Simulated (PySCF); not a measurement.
# SH₂: rigid scans about the minimum

Aim: map the energy of singlet SH₂ about its PBE minimum, with rigid distortions.

Computed with PySCF 2.14.0. Level: PBE, basis S def2-TZVP, H def2-TZVP, no relativity, density fitting.

### Step 1. Where the work starts

3 atoms, charge 0, spin multiplicity 1.

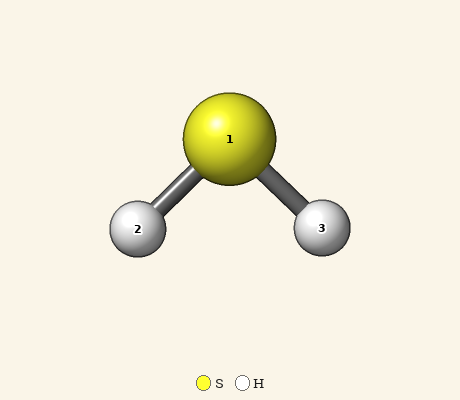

Start geometry, drawn with sulfur yellow, hydrogen white; atoms are numbered from 1 in the order of the file.

Coordinates in bohr (charge 0 multiplicity 1):
```
S     0.0000    0.0000    0.0000
H     1.8344    0.0000    1.7791
H    -1.8344    0.0000    1.7791
```

### Step 2. Breathing scan

One driver script runs all scans and calls PySCF for each point, on a (75, 302) grid.

A rigid scan with PBE: all bonds to the central atom are scaled together. Each point starts from its neighbour's orbitals, and energies count from the minimum.

```tsv
scale of all bonds to the centre	energy (kJ/mol)	dipole size (D)
0.88	85.2	1.12
0.92	34.2	1.13
0.96	7.7	1.13
1.00	0.0	1.13
1.04	6.4	1.12
1.08	23.4	1.11
1.14	62.9	1.09
1.22	131.6	1.06
1.35	259.4	0.99
```

The scan needed 3.1 s of wall time on 4 threads, shared host.

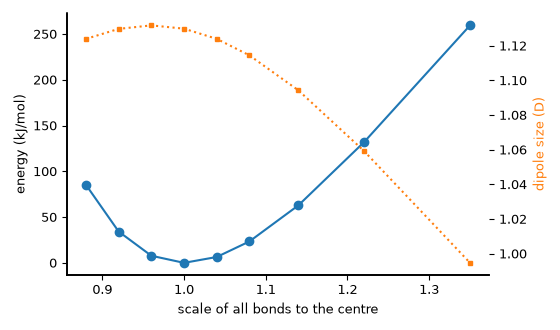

Energy (circles) and dipole moment (squares) along the scan.

### Step 3. Stretching one bond

A rigid scan with PBE: the bond from S to the last atom (H) is scaled and the rest held.

```tsv
scale of one bond	energy (kJ/mol)	dipole size (D)
0.92	17.2	1.13
0.96	3.9	1.13
1.00	0.0	1.13
1.05	4.9	1.13
1.12	24.3	1.12
1.20	57.1	1.11
1.35	130.9	1.08
1.55	228.6	1.04
1.80	329.3	1.01
2.20	435.6	0.99
```

The scan took 4.4 s.

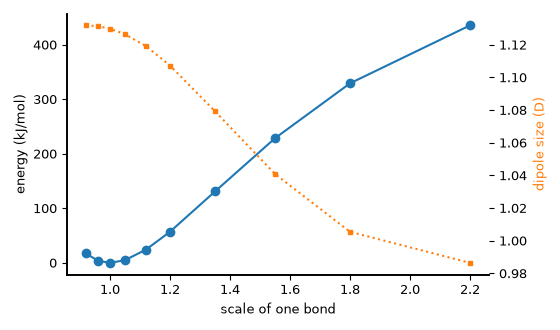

Energy (circles) and dipole moment (squares) along the scan.

A restricted determinant lies too high at long bonds, where the pair should uncouple.

### Step 4. Bending curve

A rigid scan with PBE: the H–S–H angle changes, with bonds held.

```tsv
bond angle (°)	energy (kJ/mol)	dipole size (D)
80	9.3	1.13
90	0.2	1.13
100	4.4	1.13
110	21.2	1.14
120	49.3	1.13
130	87.4	1.12
140	133.3	1.07
150	183.2	0.98
160	231.0	0.78
170	267.1	0.45
180	280.8	0.00
```

The scan took 4.5 s.

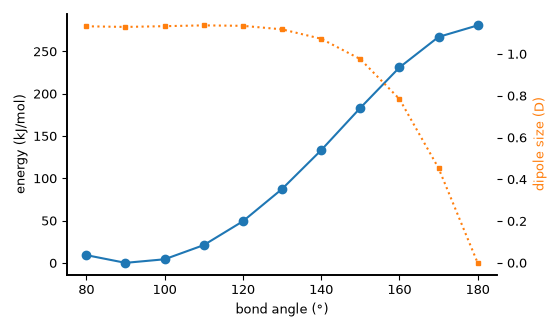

Energy (circles) and dipole moment (squares) along the scan.

### Step 5. Bend–stretch map

A rigid scan with PBE: rows scale both bonds, columns set the H–S–H angle.

Energy (kJ/mol):

```tsv
scale \ angle	90	105	120	135	150	165	180
0.94	18.7	28.5	66.4	126.5	198.2	261.2	287.3
0.97	4.6	15.0	53.1	113.4	186.1	251.6	279.2
1.00	0.2	11.3	49.3	109.6	183.2	251.3	280.8
1.03	3.8	15.3	53.2	113.1	187.4	258.2	290.0
1.06	13.8	25.7	63.2	122.6	197.2	270.8	305.4
1.10	34.9	47.1	83.8	142.2	216.8	293.8	333.0
```

The map took 14 s.

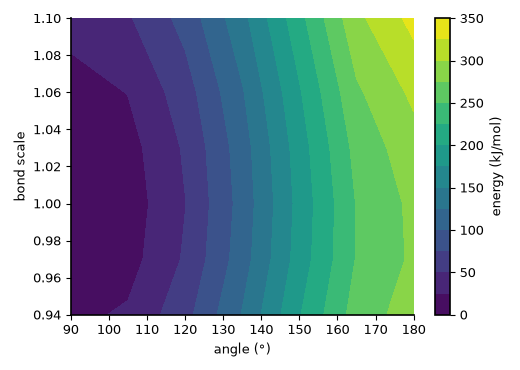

The map as contours.

Best bond scale on the grid: 1.00 at 90°, 1.00 at 105°, 1.00 at 120°, 1.00 at 135°, 1.00 at 150°, 1.00 at 165°, 0.97 at 180°.

### Step 6. Map over both bonds

A rigid scan with PBE: rows scale the first bond (S–H), columns the second (S–H).

Energy (kJ/mol):

```tsv
scale \ scale	0.94	0.97	1.00	1.04	1.09	1.15
0.94	18.3	11.3	9.2	12.5	23.9	45.0
0.97	11.3	4.3	2.1	5.4	16.8	37.8
1.00	9.2	2.1	0.0	3.2	14.6	35.6
1.04	12.5	5.4	3.2	6.4	17.7	38.7
1.09	23.9	16.8	14.6	17.7	28.9	49.8
1.15	45.0	37.8	35.6	38.7	49.8	70.6
```

The map needed 13 s of wall time on 4 threads, shared host.

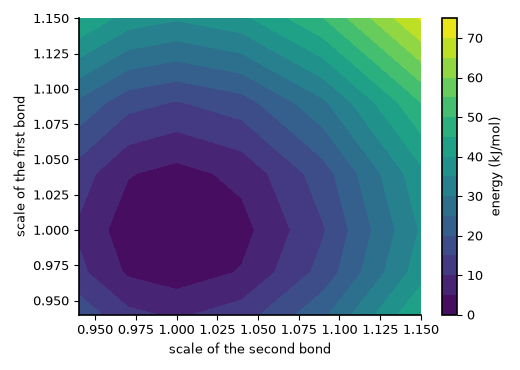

The map as contours.

### Step 7. Summary of results

```
                quantity         value
    all bonds 4 % longer    6.4 kJ/mol
    one bond 20 % longer   57.1 kJ/mol
linear shape, bonds held  280.8 kJ/mol
```

**Reading.** Shortening all bonds by 4 % costs 7.7 kJ/mol and lengthening them 6.4: the wall is steeper on the short side. Held rigid otherwise, the linear shape costs 281 kJ/mol.
